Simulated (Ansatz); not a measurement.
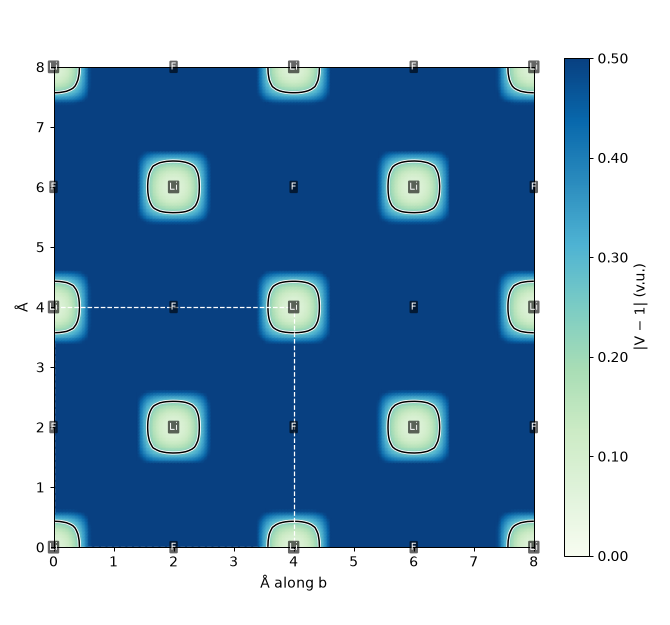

Bond-valence mismatch |V − 1| for Li+ in LiF (Fm-3m, No. 225) on the section x = 0.000 (parallel to b and c; the dashed line is one cell); the black line is the 0.25 v.u. contour, and values above the scale's top are cut off.

At each point the valence sum V of a Li+ ion is computed from the anions within 5 Å (s = exp((R0 − d)/b), R0 fitted to published crystal structures with b = 0.37 Å; R0: Li+–F 1.348 Å). The other Li+ ions are ignored. This is an empirical screen for pathways, not an energy calculation.

The cell is taken from the geometry relaxed with Ansatz, DFT PBE+D3(BJ), scalar-relativistic, plane waves, PAW.

```
Li F
1.0
     4.00064    0.00000    0.00000
     0.00000    4.00064    0.00000
     0.00000    0.00000    4.00064
Li F
4 4
Direct
  0.00000 0.00000 0.00000
  0.00000 0.50000 0.50000
  0.50000 0.00000 0.50000
  0.50000 0.50000 0.00000
  0.50000 0.00000 0.00000
  0.50000 0.50000 0.50000
  0.00000 0.00000 0.50000
  0.00000 0.50000 0.00000
```

Q: In the whole crystal, how are the regions below 0.25 v.u. connected (counting the regions that come within 0.6 Å of a Li site)?

A: No path at this level: the regions are isolated pockets that do not connect across cells.

Q: At which mismatch do paths open?

A: From a mismatch of about 0.55 v.u. the regions form a three-dimensional network. These are grid estimates, good to about 0.1 v.u.

Q: What is the valence sum at the Li sites themselves?

A: 1.06 v.u., against the formal 1.
